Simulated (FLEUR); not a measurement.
## Magnetic state of MnH2O2 (Pyrochroite) from several starts

Aim: find out whether MnH2O2 (Pyrochroite) carries moments, and which collinear order costs least.

Main program and level: FLEUR MaX-R8.1; PBEsol with U = 4 eV on Mn d; all-electron FLAPW, Dirac cores, scalar-relativistic bands.

## 1. Starting point

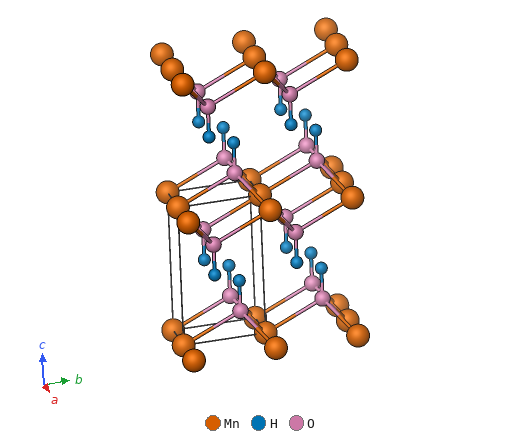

The cell as given, slightly off an axis (manganese orange, hydrogen blue, oxygen pink). 2×2×2 cells are drawn. Bonds to atoms that aren't drawn are left out. Some periodic images of atoms are drawn too.

Structure file:

```xyz
5
Lattice="3.2500 0.0000 0.0000 -1.6250 2.8146 0.0000 0.0000 0.0000 4.4800" Properties=species:S:1:pos:R:3 pbc="T T T"
Mn    0.0000    0.0000    0.0000
H     0.0000    1.8764    1.9981
H     1.6250    0.9382    2.4819
O     0.0000    1.8764    1.0125
O     1.6250    0.9382    3.4675
```

## 2. Run 1 (ferro +)

The parallel start is the test of whether parallel moments hold. The U counters the self-interaction that shrinks the moments of a localised shell.

inpgen writes inp.xml from crystal.txt; cutoffs, mixing, functional, smearing and local orbitals are then set in the file. The k list default-1 (kpts.xml, not shown) is a Γ-centred 8×8×8 mesh; where the ranks do not divide the number of points, some are split in two of half the weight.

Contents of inp.xml:

```
<?xml version="1.0" encoding="UTF-8" standalone="no"?>
<fleurInput fleurInputVersion="0.39">
   <comment>
      MnH2O2
   </comment>
   <calculationSetup>
      <cutoffs Kmax="4.4" Gmax="13.2" GmaxXC="13.2" numbands="0"/>
      <scfLoop itmax="130" minDistance="0.0001" maxIterBroyd="15" imix="Anderson" alpha="0.05" precondParam="0.0" spinf="2.0" sdNocoIR="T"/>
      <coreElectrons ctail="T" frcor="F" kcrel="0" coretail_lmax="0"/>
      <xcFunctional name="PBEs" relativisticCorrections="F"/>
      <magnetism jspins="2"/>
      <soc l_soc="F" theta="0.0" phi="0.0" spav="F"/>
      <expertModes spex="0" secvar="F"/>
      <geometryOptimization l_f="F" forcealpha="1.0" forcemix="BFGS" epsdisp="0.00001" epsforce="0.00001"/>
      <ldaU l_linMix="F" mixParam="0.05" spinf="1.0"/>
   </calculationSetup>
   <cell>
      <bzIntegration valenceElectrons="29.0" mode="hist" fermiSmearingEnergy="0.00183747">
         <kPointListSelection listName="default-1"/>
         <xi:include xmlns:xi="http://www.w3.org/2001/XInclude" href="kpts.xml"> </xi:include>
      </bzIntegration>
      <xi:include xmlns:xi="http://www.w3.org/2001/XInclude" href="sym.xml"> </xi:include>
      <bulkLattice scale="1.0">
         <bravaisMatrix>
            <row-1>    6.1416099049499993     0.0000000000000000     0.0000000000000000</row-1>
            <row-2>   -3.0708049524749996     5.3187901978219170     0.0000000000000000</row-2>
            <row-3>    0.0000000000000000     0.0000000000000000     8.4659730382080003</row-3>
         </bravaisMatrix>
      </bulkLattice>
   </cell>
   <atomSpecies>
      <species name="Manganese 4.501" element="Mn" atomicNumber="25">
         <mtSphere radius="2.8" gridPoints="925" logIncrement="0.013"/>
         <atomicCutoffs lmax="10" lnonsphr="8"/>
         <electronConfig flipSpins="F">
            <coreConfig>(1s1/2) (2s1/2) (2p1/2) (2p3/2)</coreConfig>
            <valenceConfig>(3s1/2) (3p1/2) (3p3/2) (4s1/2) (3d3/2) (3d5/2)</valenceConfig>
            <stateOccupation state="(3d3/2)" spinUp="1.7505" spinDown="0.2495"/>
            <stateOccupation state="(3d5/2)" spinUp="3.0" spinDown="0.0"/>
         </electronConfig>
         <energyParameters s="4" p="4" d="3" f="4"/>
         <ldaU l="2" U="4.0" J="0.0" l_amf="F"/>
         <lo type="SCLO" l="0" n="3" eDeriv="0"/>
         <lo type="SCLO" l="1" n="3" eDeriv="0"/>
      </species>
      <species name="Hydrogen (H)" element="H" atomicNumber="1">
         <mtSphere radius="0.79" gridPoints="263" logIncrement="0.03"/>
         <atomicCutoffs lmax="6" lnonsphr="4"/>
         <electronConfig flipSpins="F">
            <coreConfig></coreConfig>
            <valenceConfig>(1s1/2)</valenceConfig>
            <stateOccupation state="(1s1/2)" spinUp="0.500000" spinDown="0.500000"/>
         </electronConfig>
         <energyParameters s="1" p="2" d="3" f="4"/>
      </species>
      <species name="Oxygen (O)" element="O" atomicNumber="8">
         <mtSphere radius="1.03" gridPoints="341" logIncrement="0.03"/>
         <atomicCutoffs lmax="6" lnonsphr="4"/>
         <electronConfig flipSpins="F">
            <coreConfig>(1s1/2)</coreConfig>
            <valenceConfig>(2s1/2) (2p1/2) (2p3/2)</valenceConfig>
            <stateOccupation state="(2p1/2)" spinUp="0.666667" spinDown="0.666667"/>
            <stateOccupation state="(2p3/2)" spinUp="1.333333" spinDown="1.333333"/>
         </electronConfig>
         <energyParameters s="2" p="2" d="3" f="4"/>
      </species>
   </atomSpecies>
   <atomGroups>
      <atomGroup species="Manganese 4.501">
         <relPos label="                   1">.0000000000 .0000000000 .0000000000</relPos>
         <force calculate="T" relaxXYZ="TTT"/>
      </atomGroup>
      <atomGroup species="Hydrogen (H)">
         <relPos label="                   2">1.000/3.000 -1.000/3.000 .4460000000</relPos>
         <relPos label="                   3">-1.000/3.000 1.000/3.000 -.4460000000</relPos>
         <force calculate="T" relaxXYZ="TTT"/>
      </atomGroup>
      <atomGroup species="Oxygen (O)">
         <relPos label="                   4">1.000/3.000 -1.000/3.000 .2260000000</relPos>
         <relPos label="                   5">-1.000/3.000 1.000/3.000 -.2260000000</relPos>
         <force calculate="T" relaxXYZ="TTT"/>
      </atomGroup>
   </atomGroups>
   <output dos="F" band="F" slice="F">
      <bandDOS minEnergy="-.5*Htr" maxEnergy="0.5*Htr" sigma="0.015" storeEVData="T"/>
      <plotting iplot="0" polar="F">
         <plot TwoD="T" vec1="  1.0  0.0  0.0" vec2="  0.0  1.0  0.0" vec3="  0.0  0.0  1.0" zero="  0.0  0.0  0.0" file="plot"/>
      </plotting>
      <moessbauerParams electricFieldGradient="F" isomerShift="F" coreHyperfine="F" valenceHyperfine="F"/>
   </output>
</fleurInput>
```

Contents of crystal.txt:

```
MnH2O2
&input film=F cartesian=F /
3.25000000000  0.00000000000  0.00000000000
-1.62500000000  2.81458256230  0.00000000000
0.00000000000  0.00000000000  4.48000000000
1.8897261246
1.0 1.0 1.0

5
25 0.00000000000  0.00000000000  0.00000000000 : 4.501
1 0.33333333333  0.66666666667  0.44600000000
1 0.66666666667  0.33333333333  0.55400000000
8 0.33333333333  0.66666666667  0.22600000000
8 0.66666666667  0.33333333333  0.77400000000

&kpt div1=8 div2=8 div3=8 gamma=T /
```

Started as:

```bash
> OMP_NUM_THREADS=1 inpgen -f crystal.txt > inpgen.log  # inp.xml is then edited as shown
> OMP_NUM_THREADS=1 mpirun -n 4 fleur_MPI > fleur.log
```

The log of the run:

```text
Welcome to FLEUR        (www.flapw.de)
      MaX-Release 8.1          (www.max-centre.eu)

 ========== k-point set info ==========
 Selected k-point list: default-1
 k-point list type: mesh
 0 x 0 x 0
 Number of k points: 68

 ------------Calculation Setup---------------------------
 Number of MPI-tasks      :            4
 Number of PE/node        :            4
 Number of OMP-threads    :            1
 k-points in parallel     :            4
 pe's per k-point         :            1
 No of k-point loops      :           17
 Eigenvalue solver        :       lapack
 Number of basis functions:          455
 Approximate size of matrices (H+S) per k-point:         0.003 GB
 --------------------------------------------------------
 no density matrix found ... skipping LDA+U
Nuclear radius smaller than smallest radial mesh point for atom type 2 -- skipping its core isomer shift
 Reset of history
 Iteration:     1   Distance:      24.80984387 me/bohr^3
Nuclear radius smaller than smallest radial mesh point for atom type 2 -- skipping its core isomer shift
 Iteration:     2   Distance:      23.16024381 me/bohr^3
Nuclear radius smaller than smallest radial mesh point for atom type 2 -- skipping its core isomer shift
 Iteration:     3   Distance:      21.46723100 me/bohr^3
Nuclear radius smaller than smallest radial mesh point for atom type 2 -- skipping its core isomer shift
 Iteration:     4   Distance:      13.39536064 me/bohr^3
Nuclear radius smaller than smallest radial mesh point for atom type 2 -- skipping its core isomer shift
 Iteration:     5   Distance:       6.77001220 me/bohr^3
Nuclear radius smaller than smallest radial mesh point for atom type 2 -- skipping its core isomer shift
 Iteration:     6   Distance:       1.99430788 me/bohr^3
Nuclear radius smaller than smallest radial mesh point for atom type 2 -- skipping its core isomer shift
 Iteration:     7   Distance:       0.84299543 me/bohr^3
Nuclear radius smaller than smallest radial mesh point for atom type 2 -- skipping its core isomer shift
 Iteration:     8   Distance:       0.69933173 me/bohr^3
Nuclear radius smaller than smallest radial mesh point for atom type 2 -- skipping its core isomer shift
 Iteration:     9   Distance:       0.06427885 me/bohr^3
Nuclear radius smaller than smallest radial mesh point for atom type 2 -- skipping its core isomer shift
 Iteration:    10   Distance:       0.05621370 me/bohr^3
Nuclear radius smaller than smallest radial mesh point for atom type 2 -- skipping its core isomer shift
 Iteration:    11   Distance:       0.01696618 me/bohr^3
Nuclear radius smaller than smallest radial mesh point for atom type 2 -- skipping its core isomer shift
 Iteration:    12   Distance:       0.01390615 me/bohr^3
Nuclear radius smaller than smallest radial mesh point for atom type 2 -- skipping its core isomer shift
 Iteration:    13   Distance:       0.00313797 me/bohr^3
Nuclear radius smaller than smallest radial mesh point for atom type 2 -- skipping its core isomer shift
 Iteration:    14   Distance:       0.00084017 me/bohr^3
Nuclear radius smaller than smallest radial mesh point for atom type 2 -- skipping its core isomer shift
 Iteration:    15   Distance:       0.00042932 me/bohr^3
Nuclear radius smaller than smallest radial mesh point for atom type 2 -- skipping its core isomer shift
 Iteration:    16   Distance:       0.00005939 me/bohr^3

 ********************************************************************
 Run finished successfully
 Stop message:
   all done
 ********************************************************************

--- out.xml (last complete iteration) ---
<iteration numberForCurrentRun="   16" overallNumber="   16">
         [... left out ...]
         <bandgap value="1.1971972472" units="eV"/>
         <sumValenceSingleParticleEnergies value="21.3584353684" units="Htr"/>
         <FermiEnergy value="1.4837240037" units="Htr"/>
         <valenceDensity>
            <mtCharges spin="1">
               <mtCharge atomType="1" total="9.8992456" s="1.2439672" p="3.3672415" d="5.0823195" f="0.1220858"/>
               <mtCharge atomType="2" total="0.1674540" s="0.1522448" p="0.0129852" d="0.0019024" f="0.0002851"/>
               <mtCharge atomType="3" total="1.4280549" s="0.4515842" p="0.9748568" d="0.0014127" f="0.0001725"/>
            </mtCharges>
            <mtCharges spin="2">
               <mtCharge atomType="1" total="5.1600579" s="1.2045650" p="3.3283171" d="0.4280425" f="0.1185858"/>
               <mtCharge atomType="2" total="0.1641861" s="0.1494178" p="0.0126010" d="0.0018559" f="0.0002765"/>
               <mtCharge atomType="3" total="1.3881808" s="0.4420327" p="0.9450652" d="0.0009117" f="0.0001445"/>
            </mtCharges>
            <spinDependentCharge spin="1" total="17.0000000" interstitial="3.9097367" mtSpheres="13.0902633"/>
            <spinDependentCharge spin="2" total="12.0000000" interstitial="3.7352084" mtSpheres="8.2647916"/>
            <totalCharge value="29.0000000000"/>
         </valenceDensity>
         [... left out ...]
         <allElectronCharges>
            <spinDependentCharge spin="1" total="24.0000000" interstitial="3.9098488" mtSpheres="20.0901512"/>
            <spinDependentCharge spin="2" total="19.0000000" interstitial="3.7353204" mtSpheres="15.2646796"/>
            <totalCharge value="42.9999999981"/>
         </allElectronCharges>
         <magneticMomentsInMTSpheres units="muBohr">
            <globalMagMoment atomType="1" vec="0.00000   0.00000   4.73919"/>
            <localMagMoment atomType="1" vec="0.00000   0.00000   4.73919"/>
            <globalMagMoment atomType="2" vec="0.00000   0.00000   0.00327"/>
            <localMagMoment atomType="2" vec="0.00000   0.00000   0.00327"/>
            <globalMagMoment atomType="3" vec="0.00000   0.00000   0.03987"/>
            <localMagMoment atomType="3" vec="0.00000   0.00000   0.03987"/>
         </magneticMomentsInMTSpheres>
         <moessbauerParams unitsHFF="kG" unitsIS="e/bohr^3" unitsEFG="Htr/bohr^2">
         </moessbauerParams>
         <totalEnergy value="    -1308.4714045540" units="Htr">
            <sumOfEigenvalues value="     -694.8273879740">
               <coreElectrons value="-716.1858233424"/>
               <valenceElectrons value="21.3584353684"/>
            </sumOfEigenvalues>
            <densityCoulombPotentialIntegral value="-1926.6723078737"/>
            <densityEffectivePotentialIntegral value="-2016.2431449171"/>
            <chargeDenXCDenIntegral value="-68.5248320765"/>
            <FockExchangeEnergyValence value="0.0000000000"/>
            <FockExchangeEnergyCore value="0.0000000000"/>
            <atomTypeDependentContributions atomType="1">
               <electronNucleiInteractionDifferentMTs value="1386.3043497920"/>
               <MadelungTerm value="-18.8259358959"/>
            </atomTypeDependentContributions>
            <atomTypeDependentContributions atomType="2">
               <electronNucleiInteractionDifferentMTs value="0.6973222734"/>
               <MadelungTerm value="-1.9236696996"/>
            </atomTypeDependentContributions>
            <atomTypeDependentContributions atomType="3">
               <electronNucleiInteractionDifferentMTs value="160.1813284024"/>
               <MadelungTerm value="-30.4783591441"/>
            </atomTypeDependentContributions>
            <dftUCorrection value="-0.3847897237"/>
            <tkbTimesEntropy value="0.0000000000"/>
            <freeEnergy value="-1308.4714045540"/>
            <extrapolationTo0K value="-1308.4714045540"/>
         </totalEnergy>
         <ldaUDensityMatrix>
            <densityMatrixFor spin="1" atomType="1" uIndex="1" l="2" U="4.00000000" J="0.00000000">
               (+1.02242,+0.00000) (+0.00000,+0.00000) (+0.00000,+0.00000) (+0.00000,+0.04119) (+0.00000,+0.00000)
               (+0.00000,+0.00000) (+1.03060,+0.00000) (+0.00000,+0.00000) (+0.00000,+0.00000) (+0.00000,-0.04119)
               (+0.00000,+0.00000) (+0.00000,+0.00000) (+0.97629,+0.00000) (+0.00000,+0.00000) (+0.00000,+0.00000)
               (+0.00000,-0.04119) (+0.00000,+0.00000) (+0.00000,+0.00000) (+1.03060,+0.00000) (+0.00000,+0.00000)
               (+0.00000,+0.00000) (+0.00000,+0.04119) (+0.00000,+0.00000) (+0.00000,+0.00000) (+1.02242,+0.00000)
            </densityMatrixFor>
            <densityMatrixFor spin="2" atomType="1" uIndex="1" l="2" U="4.00000000" J="0.00000000">
               (+0.09205,+0.00000) (+0.00000,+0.00000) (+0.00000,+0.00000) (+0.00000,+0.06747) (+0.00000,+0.00000)
               (+0.00000,+0.00000) (+0.11151,+0.00000) (+0.00000,+0.00000) (+0.00000,+0.00000) (+0.00000,-0.06747)
               (+0.00000,+0.00000) (+0.00000,+0.00000) (+0.02093,+0.00000) (+0.00000,+0.00000) (+0.00000,+0.00000)
               (+0.00000,-0.06747) (+0.00000,+0.00000) (+0.00000,+0.00000) (+0.11151,+0.00000) (+0.00000,+0.00000)
               (+0.00000,+0.00000) (+0.00000,+0.06747) (+0.00000,+0.00000) (+0.00000,+0.00000) (+0.09205,+0.00000)
            </densityMatrixFor>
         </ldaUDensityMatrix>
         <ldaUDensityMatrixConvergence>
            <distance spin="1" distance="0.000001"/>
            <distance spin="2" distance="0.000001"/>
         </ldaUDensityMatrixConvergence>
         <densityConvergence units="me/bohr^3">
            <chargeDensity spin="1" distance="0.0000481823"/>
            <chargeDensity spin="2" distance="0.0000268019"/>
            <overallChargeDensity distance="0.0000593940"/>
            <spinDensity distance="0.0000505184"/>
         </densityConvergence>
      </iteration>
```

Elapsed: 18 s, on 4 MPI ranks of AMD EPYC 9R45, shared host; peak memory 0.31 GiB.

Spin moment in the muffin-tin sphere by atom:

| atom | spin moment in the muffin-tin sphere (μB) |
| --- | --- |
| Mn1 | 4.74 |
| H2 | 0.00 |
| H3 | 0.00 |
| O4 | 0.04 |
| O5 | 0.04 |

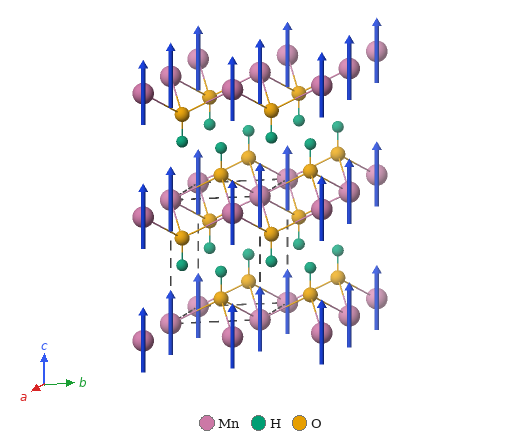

Spin moment in the muffin-tin sphere as arrows, the longest 4.74 μB. Up and down stand for the sign. Arrows give size and sign along the axis of quantisation, drawn up and down the page. Bonds to atoms that aren't drawn are left out. 2×2×2 cells are drawn. Some periodic images of atoms are drawn too.

This step gave:

```
free energy                                                       : -35605.3208 eV
program's band gap on this mesh (in a metal only a level spacing) : 1.197 eV
magnetization                                                     : 5 μB
final state                                                       : ferromagnetic
```

After 16 cycles the largest moment stands at 4.74 μB.

(Continued in part 2 of 2.)

[Logs and program files are shortened in this print: banners, set-up blocks, solver, clock and traceback lines can be left out without a mark of their own.]

[Logs are printed without paths, hosts, clocks, repeated set-up lines and the standing remarks that a program may print on its own settings, such as how far it seeks lower states.]

[Hosts, paths, dates, database ids (printed as entryN), source tags and the programs' standing remarks are cut or masked in the printed files.]

[Where a cell is said to come from a database of computed structures, the database is the Materials Project.]
